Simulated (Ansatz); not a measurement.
A series of calculations on AlBH5OF

Part 1: Relaxation

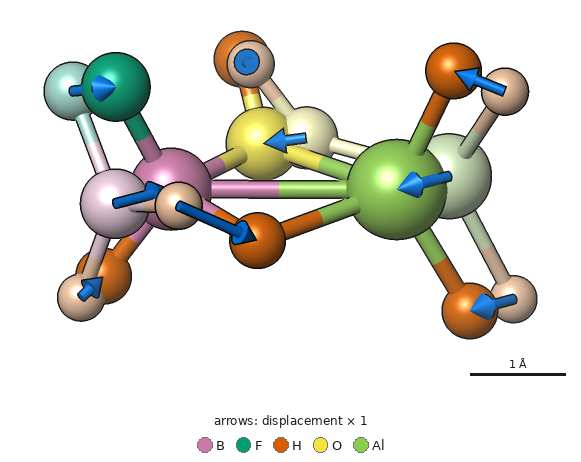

This is a relaxation of AlBH5OF. The starting structure is drawn faded, the final one solid; blue arrows show the displacements, at their true length. The two geometries are superimposed by the best rigid fit.

Style: ball-and-stick. Shown face on.

The run prepares an end point of a later path (reaction) calculation, from a guessed geometry.

Method: RKS B3LYP-D4/def2-SVP in Ansatz 0.2.0.

The input:
```yaml
crystal:
  periodic: [false, false, false]
  atoms:
    - { symbol: B, position_ang: [0.146951, 0.285722, -0.047176] }
    - { symbol: F, position_ang: [-0.10481, 0.579666, 1.224122] }
    - { symbol: H, position_ang: [1.293059, 0.295058, -0.427936] }
    - { symbol: H, position_ang: [-0.808481, 0.11458, -0.774473] }
    - { symbol: O, position_ang: [0.030767, -2.130386, 0.908326] }
    - { symbol: Al, position_ang: [-0.813924, -3.18856, -0.149787] }
    - { symbol: H, position_ang: [0.11663, -4.124883, -1.004973] }
    - { symbol: H, position_ang: [-2.395212, -3.166497, -0.217414] }
    - { symbol: H, position_ang: [-0.29628, -1.501401, 1.587411] }
basis:
  gaussian: { orbitals: def2-SVP }
hamiltonian:
  xc: b3lyp
  dispersion: d4
relax:
  f_tol: 0.03
  max_steps: 50
```

Run as
```bash
ansatz run input.yaml --threads 2 --pin off --max-ram 3072MiB --backend cpu --events-out ev --progress --plain --runs-dir out
```

> What did the optimiser do to the structure, and how much energy did it gain?

The largest move after the best rigid fit is that of H4, 1.06 Å. By element the largest moves are H 1.06 Å, F 0.77 Å, B 0.72 Å, Al 0.69 Å, O 0.47 Å. Near-neighbour distances that change, for instance: H4–Al6 3.362 → 1.760 Å, B1–Al6 3.606 → 2.375 Å, B1–O5 2.601 → 1.541 Å, O5–Al6 1.718 → 1.871 Å. New bonds form, among them: B1–Al6 (3.61 → 2.37 Å), B1–O5 (2.60 → 1.54 Å), H4–Al6 (3.36 → 1.76 Å). Among the angles between lasting bonds that change: H3–B1–H4 124.0° → 105.5°, O5–Al6–H8 120.6° → 111.7°, F2–B1–H4 117.1° → 109.3°. Groups turn about O5–Al6 by about 25°. Over 17 accepted moves (19 points after the start) the energy falls by 98.1 kJ/mol. The largest force component goes from 0.72 to 0.016 eV/Å. The line search rejected the trial steps at points 1, 9 of the run. The run took 34 s on 2 threads of AMD EPYC 7R43 64-Core Processor (Zen 3), on a shared host, peak memory 0.17 GiB.

Part 2: Relaxation

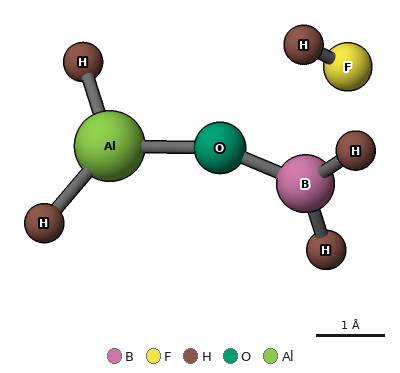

This is the input geometry for a relaxation of AlBH$_{5}$OF. Style: ball-and-stick. Shown at a tilt.

The run prepares an end point of a later path (reaction) calculation, from a guessed geometry.

Level of theory: Ansatz, RKS B3LYP-D4/def2-SVP.

Input
```yaml
crystal:
  periodic: [false, false, false]
  atoms:
    - { symbol: B, position_ang: [-0.157588, -0.137938, -0.333909] }
    - { symbol: F, position_ang: [0.277472, -0.421064, 2.135158] }
    - { symbol: H, position_ang: [0.894847, 0.437926, -0.492204] }
    - { symbol: H, position_ang: [-1.206893, 0.460923, -0.244357] }
    - { symbol: O, position_ang: [-0.168813, -1.518838, -0.33423] }
    - { symbol: Al, position_ang: [-0.884515, -3.079415, -0.411181] }
    - { symbol: H, position_ang: [-0.574364, -4.019759, 0.81935] }
    - { symbol: H, position_ang: [-1.711522, -3.470905, -1.689873] }
    - { symbol: H, position_ang: [0.700077, -1.087631, 1.649345] }
basis:
  gaussian: { orbitals: def2-SVP }
hamiltonian:
  xc: b3lyp
  dispersion: d4
relax:
  f_tol: 0.03
  max_steps: 50
```

Command:
```bash
ansatz run input.yaml --threads 2 --pin off --max-ram 3072MiB --backend cpu --events-out ev --progress --plain --runs-dir out
```

Where does the relaxation end?

The atom that moves furthest after the best rigid fit is F2 (0.33 Å). Largest moves by element: F 0.33 Å, H 0.26 Å, O 0.16 Å, B 0.08 Å, Al 0.08 Å. Among the contacts that change: B1–O5 1.381 → 1.356 Å, Al6–H7 1.579 → 1.572 Å, O5–Al6 1.719 → 1.725 Å, F2–H9 0.927 → 0.933 Å. Groups turn about B1–O5 by about 25°, O5–Al6 by about 20°. The energy falls by 4.89 kJ/mol in 6 accepted moves (9 points after the start). The largest force component goes from 1 to 0.016 eV/Å. The line search rejected the trial steps at points 1, 4, 8 of the run.

Final geometry:

```xyz
9

B    -0.1978   -0.1012   -0.3917
F     0.4709   -0.6448    2.2907
H     0.8598    0.4332   -0.6330
H    -1.2274    0.5311   -0.3284
O    -0.2246   -1.4440   -0.2065
Al   -0.8576   -3.0427   -0.3466
H    -0.5943   -3.9661    0.8980
H    -1.5530   -3.4376   -1.7009
H     0.4926   -1.1646    1.5165
```

The end point in the same view:

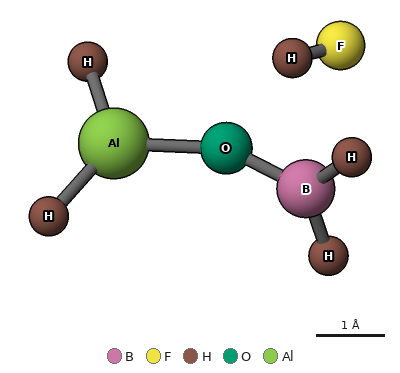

Limits of the set-up: the start holds two separate molecules, 2.2 Å apart at their closest, whose relative position is a soft coordinate.

Part 3: Path

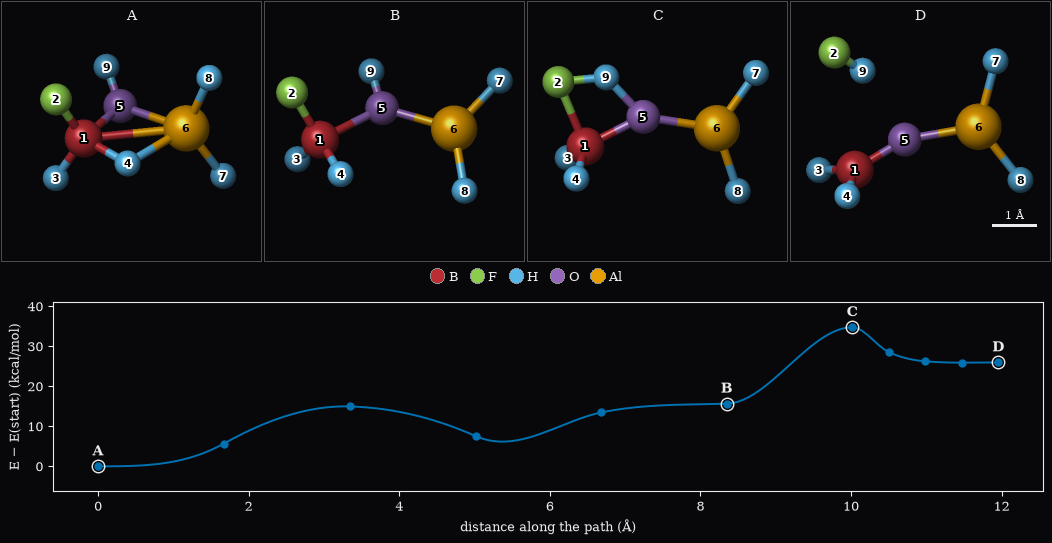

NEB run on AlBH5OF. Images are numbered from 0 (start) to 10 (end). Frames A to D are images 0, 5, 6, 10. The picture is a ball-and-stick view, seen face on.

These are results of RKS B3LYP-D4/def2-SVP (Ansatz 0.2.0), not measurements. Set-up: 9 movable images; climbing image; force threshold 0.05 eV/Å; iteration limit 60; starting path through a guess of the saddle point.

### What happens along the path, and what is the barrier?

The energy climbs by 34.8 kcal/mol to image 6 and then falls by 8.8 kcal/mol, so the end point sits at +26.0 kcal/mol. The profile has 2 maxima (images 2, 6) with a dip at image 3 (+7.6 kcal/mol), so the process runs in steps. The path has more than one stage, and so few images may leave a stage unresolved. Breaking: B1–F2 (1.36 → 1.66 at the top → 2.82 Å), H4–Al6 (1.76 → 3.62 at the top → 3.59 Å), O5–H9 (0.97 → 1.28 at the top → 1.89 Å). Forming: F2–H9 (2.43 → 1.11 at the top → 0.93 Å). The band converged in 45 iterations. The largest component of the band force went from 7.4 to 0.04 eV/Å. The climbing image converged on the top of the path. Its vibrational analysis gives one imaginary mode (907i cm⁻¹), as a transition state must have.

Cost: 8.9 min on 2 threads of AMD EPYC 7R43 64-Core Processor (Zen 3), on a shared host, peak memory 0.17 GiB.
